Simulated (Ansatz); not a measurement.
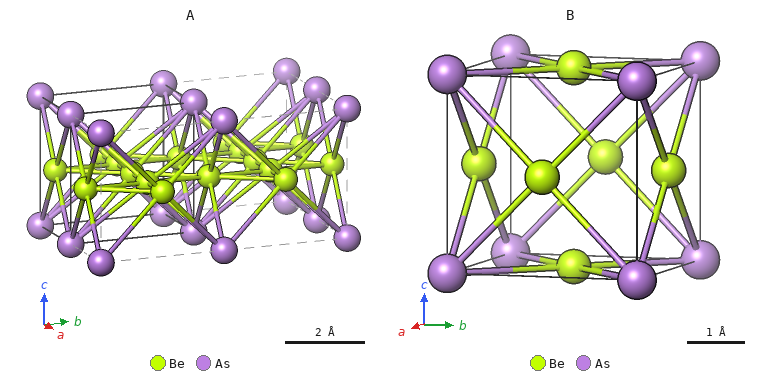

Two structures of Be3As, each relaxed to rest (conventional cells in solid outline, small ones repeated, not to one scale). Method: DFT PBE, scalar-relativistic, plane waves, PAW (Ansatz 0.2.0), without spin polarisation.

Give the type and space group of each.

Answer. A: 4 atoms a cell on a primitive hexagonal lattice, P6/mmm. B: Cu₃Au (L1₂) type, Pm-3m.

Which polymorph is favoured?

Answer. A is lower, by 88 meV/atom at this level of theory (energies at zero smearing). Volumes: A 12.2, B 10.9 Å³/atom.

One or both may be structure types tried for this composition rather than known phases.
